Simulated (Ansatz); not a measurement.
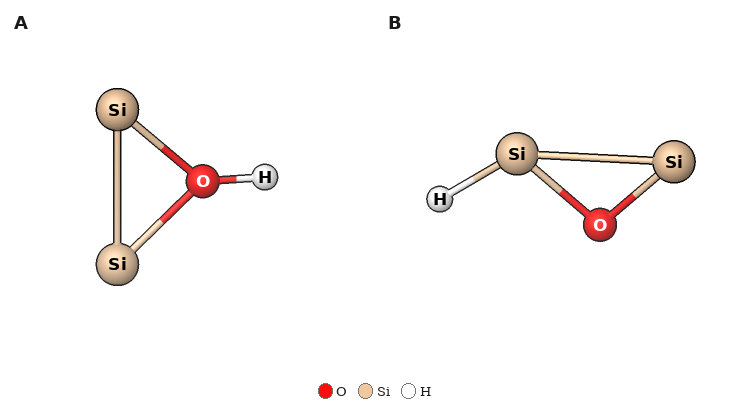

2 stationary structures of one formula. Charge +1, singlet. Geometries: PBE-D4/def2-SVP. Electronic energies: PBE-D4/def2-SVP (Ansatz 0.2.0), without zero-point energy. No frequency run is at hand to confirm each as a minimum.

**Which is lowest in energy, and by how much?**

B is lowest (Cs); A lies 11.1 kcal/mol above it (C2v).
